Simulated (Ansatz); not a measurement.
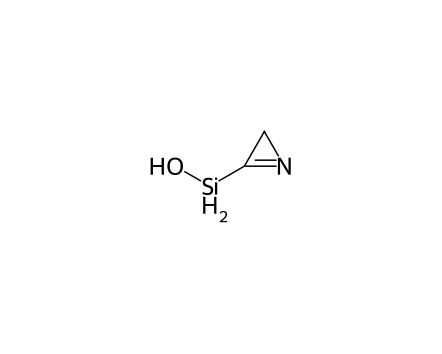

The computed structure is the end point of a PBE0-D4/def2-TZVP optimisation. No frequency run is at hand to confirm it as a minimum. Properties computed with RKS PBE0-D4/def2-TZVPP (Ansatz 0.2.0).

**Estimate the HOMO energy (Kohn–Sham orbital).**

−7.68 eV.

**Give the dispersion correction at this level.**

−15.9 kJ/mol.

**Estimate the LUMO energy (Kohn–Sham orbital).**

−1.10 eV.
